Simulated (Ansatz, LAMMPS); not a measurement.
# Amorphous HfO2 at 8.62 g/cm^3 (84 atoms), relaxed: mesh and functional compared

Which bonds does the relaxation leave, and how do the Kohn-Sham gap, forces and pressure change with k-mesh and functional?

Calculated with Ansatz 0.2.0: Kohn-Sham DFT, PBE, PAW (set soft_2), plane waves; cutoff 420 eV, Γ point, fermi-dirac smearing of 0.025 eV.

**The cell**

Density at the start: 8.62 g/cm³. The cell holds 84 atoms: 28 Hf and 56 O. Its edges and angles: a = 10.434 Å, b = 10.434 Å, c = 10.434 Å, α = 90.0°, β = 90.0°, γ = 90.0°. 84 atoms (28 Zr, 56 O) placed at random at 5.04 g/cm³, melted at 5000 K for 10 ps at fixed volume with the Morse and Coulomb pair potential with partial charges (Pedone, Malavasi, Menziani, Cormack and Segre, J. Phys. Chem. B 110, 11780 (2006)). Quenched from 5000 K to 300 K at 50 K/ps and fixed volume, held 5 ps, then minimised at fixed cell. Then Zr was replaced by Hf at the same volume (the potential has no terms for Hf, so the cell is a start for a DFT relaxation).

The atoms were relaxed with PBE. The walk converged after 8 steps, with a largest force component of 0.0127 eV/Å; it began at an r.m.s. force component of 0.50 eV/Å. The energy fell by 27.7 meV an atom.

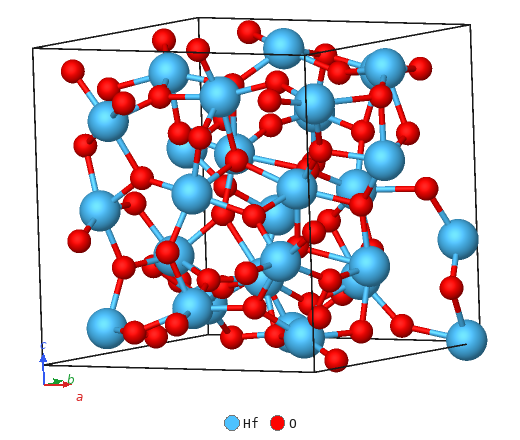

The relaxed cell. Bonds to atoms that aren't drawn are left out. Some periodic images of atoms are drawn too.

The input of the reference single point:

```yaml
crystal:
  lattice:
    - [10.4337, 0.0, 0.0]
    - [0.0, 10.4337, 0.0]
    - [0.0, 0.0, 10.4337]
  atoms:
    - { symbol: Hf, position: [0.09859, 0.23385, 0.09546] }
    - { symbol: Hf, position: [0.86285, 0.57347, 0.27599] }
    - { symbol: Hf, position: [0.98982, 0.47582, 0.62231] }
    - { symbol: Hf, position: [0.45141, 0.19322, 0.53175] }
    [... 78 atom lines left out ...]
    - { symbol: O, position: [0.40918, 0.99548, 0.55066] }
    - { symbol: O, position: [0.26425, 0.12672, 0.09661] }
kpoints:
  mp_grid: { grid: [1, 1, 1] }
hamiltonian:
  xc: pbe
scf:
  occupations: { method: fermi_dirac, width: 0.025 }
output:
  forces: true
  stress: true
  populations: true
  dos:
    method: { smearing: { sigma: 0.08 } }
    de: 0.05
    projected: { site_lists: { Hf: [Hf], O: [O] } }
  eigenvalues: true
  write_density: true
  write_potential: true
  volumetric_format: npy
```

**Bonds after relaxation**

Bonds by pair of elements; cutoffs follow the first minimum of g(r), held within bounds set by covalent radii, and pairs that aren't listed don't count as bonded:

```csv
pair A-B,cutoff (Å),bonds,mean length (Å),spread (Å),shortest (Å),B about A,A about B
O-Hf,2.88,170,2.15,0.138,1.89,3.04,6.07
```

How many atoms have how many bonded neighbours:

```csv
element,mean,2,3,4,5,6,7
Hf,6.07,0,0,1,2,19,6
O,3.04,4,46,6,0,0,0
```

**Levels of theory**

Single points at the relaxed geometry:

| functional | k-mesh | Kohn-Sham gap (eV) | pressure (GPa) | r.m.s. force component (eV/Å) | SCF cycles | time |
| --- | --- | --- | --- | --- | --- | --- |
| PBE | 1×1×1 | 3.719 | -3.38 | 0.004 | 11 | 52 s |
| PBE | 2×2×2 | 3.717 | -3.37 | 0.018 | 11 | 8.4 min |
| HSE06 | 1×1×1 | 5.234 | -7.95 | 0.098 | 22 | 13 min |
| r2SCAN | 1×1×1 | 4.184 | -8.12 | 0.064 | 11 | 81 s |
| PBEsol | 1×1×1 | 3.616 | -9.14 | 0.069 | 12 | 46 s |

The gap is that between the highest filled and lowest empty Kohn-Sham level on the run's k-points. Cutoffs: 420 eV for PBE, HSE06 and PBEsol; 500 eV for r2SCAN. Times come from shared hosts and are rough.

**Findings**

By these cutoffs 68 % of Hf atoms have 6 and 82 % of O atoms have 3 neighbours. The Kohn-Sham gap is 3.72 eV with PBE on the 1×1×1 mesh and 3.72 eV on 2×2×2. On the 1×1×1 mesh HSE06 changes the gap by +1.51 eV against PBE. Carrying that shift over to the 2×2×2 mesh gives 3.72 + 1.51 = 5.23 eV, an estimate that takes the shift to be alike at all k-points. On the reference's mesh the gap changes with r2SCAN by +0.46 eV and PBEsol by -0.10 eV. Against the reference the pressure changes with HSE06 by -4.6 GPa, r2SCAN by -4.7 GPa and PBEsol by -5.8 GPa; a negative change means a smaller volume than PBE would take. The denser mesh moves the energy by -1.7 meV/atom and the pressure by +0.01 GPa.

Limits: All single points share the geometry relaxed with PBE. The density was set when the cell was made, as one point of a scan, and needn't be that of the real material. One sample; tail or defect levels can set the gap of a disordered cell. The quench rate of 50 K/ps is many orders above laboratory rates, so the cell is likely richer in defects and strain than a real sample. The network of bonds at the start is that of the classical potential that made the cell, and needn't be the one that DFT or experiment would give. Spin–orbit coupling is left out, which matters for the levels of the heavy elements. In some runs the program notes that it cut back its work space to fit the memory limit, the exchange threshold is loose for the stress and the SCF threshold is loose for the stress.

[Logs are printed without paths, hosts, clocks, repeated set-up lines and the standing remarks that a program may print on its own settings, such as how far it seeks lower states.]

[Hosts, paths, dates, database ids (printed as entryN), source tags and the programs' standing remarks are cut or masked in the printed files.]
